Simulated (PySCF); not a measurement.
## Electronic structure of C5H4F4S in real space

```tsv
atom	x (Å)	y (Å)	z (Å)
F	-2.1116	1.0121	-1.4354
C	-1.5165	1.1111	-0.2077
C	-1.5234	-0.2499	0.4908
C	-0.1587	-0.8422	0.3621
C	0.7790	-0.0059	-0.0749
C	2.2249	-0.3284	-0.2649
F	2.6303	-0.1681	-1.5316
F	2.4942	-1.6016	0.0640
F	3.0249	0.4378	0.4924
S	0.2330	1.6265	-0.4333
H	-2.0478	1.9013	0.3286
H	-2.2776	-0.8837	0.0195
H	-1.7808	-0.1400	1.5469
H	0.0294	-1.8695	0.6212
```

Geometry: GFN2-xTB.

All numbers below come from PBE0/pcSseg-1, SCF density, gas phase, non-relativistic in PySCF.

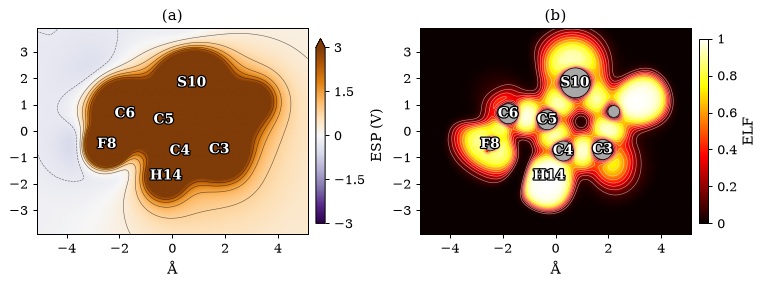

Figure 1. (a) molecular electrostatic potential; (b) electron localisation function on the plane of atoms C3, C4 and C5. Grey discs cover the atomic cores in the ELF map.

### What does the map show?

The section cuts through C, F, S and H sites. C–C (1.33 Å): the ELF peaks at about 0.90 between the atoms (a multiple bond). C–F (1.34 Å): the ELF peaks at about 0.85 between the atoms, as expected for a polar covalent bond. C–S (1.76 Å): the ELF peaks at about 0.90 between the atoms, as expected for a covalent bond. C–H (1.08 Å): the ELF climbs to about 1 towards the hydrogen, as it does in any bond to H; an ordinary covalent bond to hydrogen. C–C (1.49 Å): the ELF peaks at about 0.95 between the atoms (localised, covalent bonding). The ELF also peaks beside F8 and S10, away from the bonds: lone-pair regions. Outside the dense part of the molecule the potential is most negative (−0.6 V) near F8.

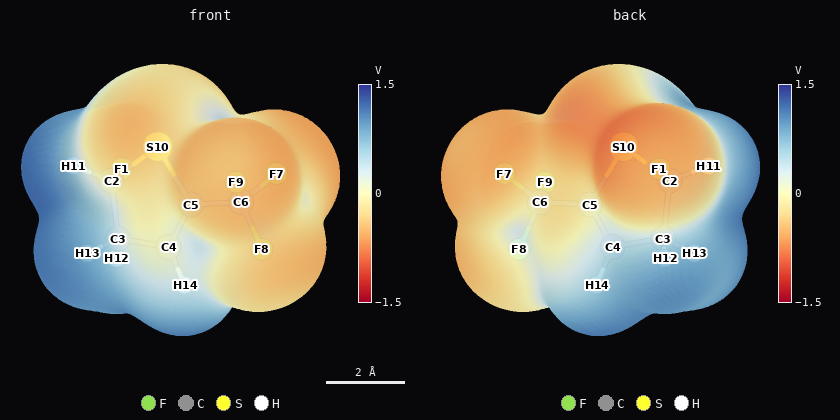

Figure 2. The molecular electrostatic potential painted on the density surface at 0.001 e/bohr³, seen from the front and from behind; red is negative and blue positive.

### Where is the surface potential most negative and most positive?

The most negative region (about −0.8 V, or −18 kcal/mol for a unit charge) lies over F1, the most positive (about +1.2 V, or +28 kcal/mol for a unit charge) over C2, C3, H11 and H13.

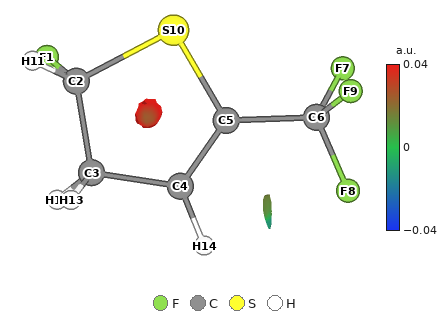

Figure 3. Non-covalent interaction (NCI) plot: the surface where the reduced density gradient is 0.5, for densities under 0.05 a.u., coloured by sign(λ₂)ρ; seen across its widest extent.

### Which non-covalent interactions does the plot reveal?

- Between C4 and H14 on one side and F8 and C6 on the other: a weak contact (green)
- Inside the ring or cage of C2, C3, C4, C5 and S10: steric crowding (red)
